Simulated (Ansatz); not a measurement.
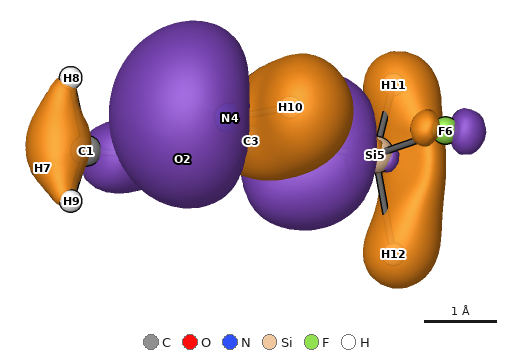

Figure 1: C2H6FNOSi (SMILES COC(=N)[SiH2]F). The HOMO at ±0.08 Å⁻³ᐟ² (orange and purple are the two phases), seen from one side.

Computed with RKS CAM-B3LYP-D4/def2-SVP in Ansatz.

```xyz
12

C     0.8848   -1.4479    1.2617
O     0.3732   -0.9572    0.0332
C    -0.1014    0.3001    0.0289
N    -0.0960    1.0204    1.0689
Si   -0.7404    0.7883   -1.6821
F    -1.2632    2.3148   -1.4829
H     1.2200   -2.4739    1.0700
H     0.1082   -1.4352    2.0405
H     1.7232   -0.8273    1.6107
H    -0.4950    1.9404    0.8714
H    -1.8817   -0.0591   -2.0971
H     0.3453    0.7811   -2.6893
```

What is the character of this orbital?

Its weight (Hirshfeld) is mainly on N4 (about 60 %), C3 (about 15 %) and Si5 (about 10 %). Its energy is −8.99 eV.
